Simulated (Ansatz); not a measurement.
CsCl-type NiAl was calculated with rVV10 (Ansatz, a quantum-chemistry and plane-wave program, PAW).

Run with plane-wave cutoff 520 eV, 20×20×20 k mesh, Fermi–Dirac smearing 0.05 eV, no spin polarisation, scalar-relativistic PAW data made under PBE.

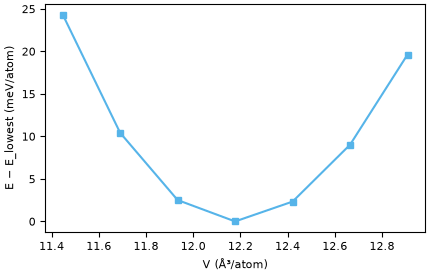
Figure. Total energy against volume

### Question
From the curve, estimate the equilibrium volume and the bulk modulus.

### Answer
V0 ≈ 12.2 Å³/atom and B0 ≈ 160 GPa; the fit gives V0 = 12.178 Å³/atom, B0 = 159 GPa, B′ = 4.4.

Measured, for comparison: bulk modulus 156 GPa (room temperature, not corrected to a static lattice; as tabulated in Yamada et al. (2019), arXiv:1910.09660); equilibrium volume per atom 11.97 Å³/atom (extrapolated to 0 K, zero-point anharmonic expansion removed (Haas, Tran, Blaha 2009); as tabulated in Levämäki et al. (2014), arXiv:1402.3671). Computed (rounded) less measured: bulk modulus +2 %, equilibrium volume per atom +1.8 %. A static lattice is as a rule a little smaller and stiffer than an uncorrected measurement, which narrows the difference in the bulk modulus and would widen misses of the other sign.

Static lattice: no zero-point or thermal effects.
